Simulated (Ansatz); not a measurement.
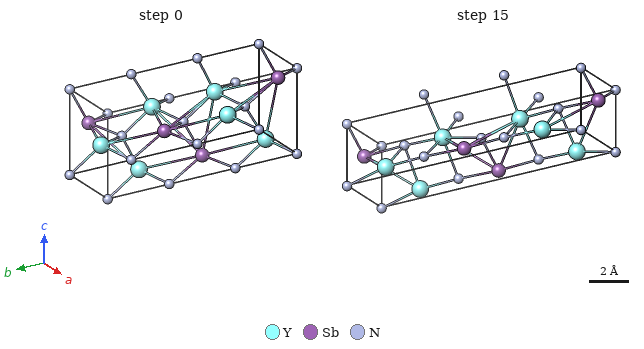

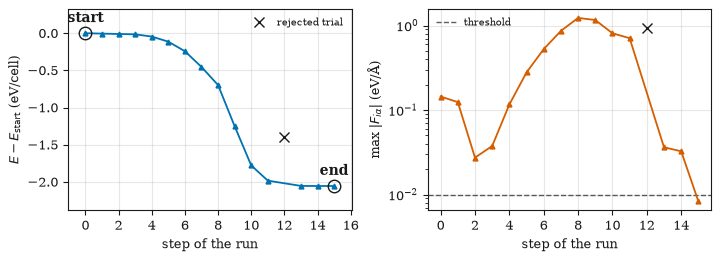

First and last geometry of a relaxation of crystalline Y₂SbN₃ (built on the Cu2GeS3-44 type type), with the history of the run. The picture is a ball-and-stick view of the conventional cell (2 times the calculation's cell), seen from a free direction. Lengths and directions refer to the drawn axes.

Theory: DFT, r2SCAN+rVV10, plane waves, PAW in Ansatz 0.2.0.

The input:
```yaml
crystal:
  lattice:
    - [-1.9050415648, 5.8229564583, 2.4409616808]
    - [1.9050415648, -5.8229564583, 2.4409616808]
    - [1.9050415648, 5.8229564583, -2.4409616808]
  atoms:
    - { symbol: "Y", position: [0.4227314737, 0.2569546748, 0.1657767989] }
    - { symbol: "Y", position: [0.0911778759, 0.2569546748, 0.8342232011] }
    - { symbol: Sb, position: [0.7451885987, 0.2451885987, 0.5] }
    - { symbol: "N", position: [0.3271651858, 0.0018562522, 0.3253089336] }
    - { symbol: "N", position: [0.6765473186, 0.0018562522, 0.6746910664] }
    - { symbol: "N", position: [-0.0038124627, -0.0038124627, 0.0] }
kpoints:
  mp_grid: { grid: [8, 8, 8] }
hamiltonian:
  xc: r2scan
  dispersion: rvv10
scf:
  occupations: { method: fermi_dirac, width: 0.03 }
relax:
  f_tol: 0.01
  cell: {}
  max_steps: 120
output:
  write_density: true
  write_potential: true
  elf: true
  volumetric_format: npy
```

Launched with:
```bash
ansatz run input.yaml --threads 2 --pin off --max-ram 29491MiB --backend cpu --events-out ev --progress --plain --runs-dir out
```

Q: Read the history and describe the run.

A: The run was cut off at its time limit before the program reported convergence, but its last step already meets the force threshold: the largest component is 0.0083 eV/Å against 0.01 eV/Å. The pressure is within 0.01 GPa of its target. Over 14 accepted moves (15 points after the start) the energy falls by 2.055 eV per cell of the calculation. The largest force component goes from 0.14 to 0.0083 eV/Å. The pressure goes from 1.41 to 0.01 GPa. The line search rejected the trial step at point 12 of the run. The largest moves relative to the cell, 0.58 Å, are those of N4 and N5. N5 goes along +c. Largest moves by element: N 0.58 Å, Y 0.39 Å, Sb 0.36 Å. The volume changes by −18.3 %, with a 3.810 → 3.471 Å (−8.9 %), b 11.646 → 14.396 Å (+23.6 %), c 4.882 → 3.541 Å (−27.5 %). Some distances before and after: Y1–N5 4.151 → 2.434 Å, Y1–Y1 4.882 → 3.541 Å, Y1–Sb3 3.893 → 4.821 Å, Y1–Y1 (another image) 3.810 → 3.471 Å. New bonds form: Y1–N5 (4.15 → 2.43 Å), Y2–N4 (4.15 → 2.43 Å). Among the angles between lasting bonds that change: Y1–N4–Sb3 115.9° → 176.5°, Y1–N6–Y2 113.2° → 153.2°, Y2–N4–Y2 115.6° → 86.7°. The space group stays Imm2 (No. 44). The run took 12 min on 2 threads of AMD EPYC 7R13 Processor (Zen 3) (shared host), peak memory 0.91 GiB.
